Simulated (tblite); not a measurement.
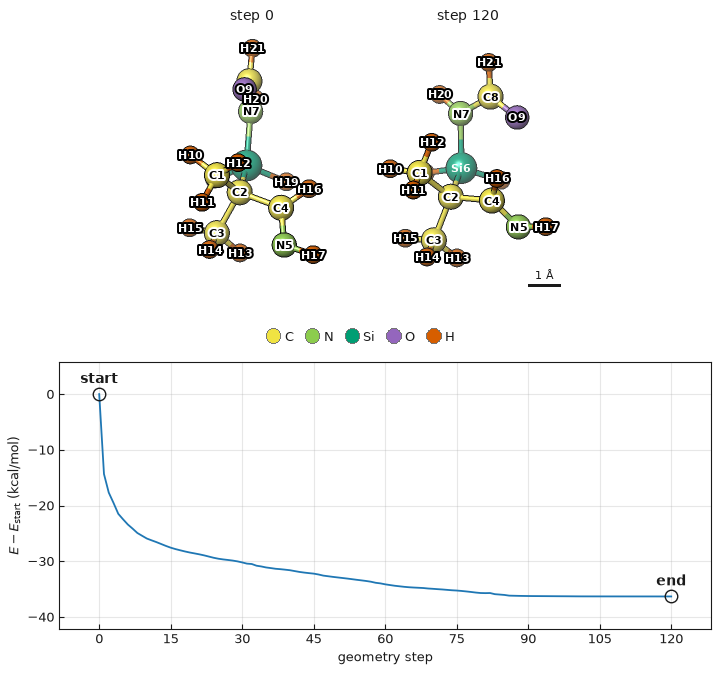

First and last geometry of a relaxation of C$_{5}$H$_{12}$N$_{2}$OSi, with the history of the run. Style: ball-and-stick. Shown from a free direction.

Method: GFN2-xTB geometry optimisation, gas phase (tblite). 

What do the curves and the structures tell?

It converged. The O atom moves most after the best rigid fit: 2.12 Å. By element the largest moves are O 2.12 Å, H 1.45 Å, N 1.06 Å, C 0.95 Å, Si 0.12 Å. Some distances before and after: C–Si 1.773 → 1.925 Å, C–N 1.418 → 1.341 Å, H–N 1.077 → 1.006 Å, C–C 1.467 → 1.529 Å. Among the angles between lasting bonds that change: C–Si–N 125.2° → 111.1°, C–C–Si 123.9° → 111.4°, H–Si–H 102.8° → 114.3°. Groups turn about C–C by about 70°, N–Si by about 60°, C–C by about 30°. After 120 geometry steps the energy has fallen by 36.3 kcal/mol.

```csv
step,"E − E(0), kcal/mol"
0,0.00
1,-14.35
2,-17.67
3,-19.53
4,-21.49
5,-22.47
6,-23.41
7,-24.14
8,-24.93
9,-25.43
10,-25.93
16,-27.82
22,-28.95
27,-29.78
33,-30.81
39,-31.52
45,-32.23
51,-33.01
56,-33.55
62,-34.41
68,-34.81
74,-35.22
79,-35.63
85,-36.05
91,-36.26
97,-36.29
103,-36.32
108,-36.32
114,-36.32
120,-36.33
```
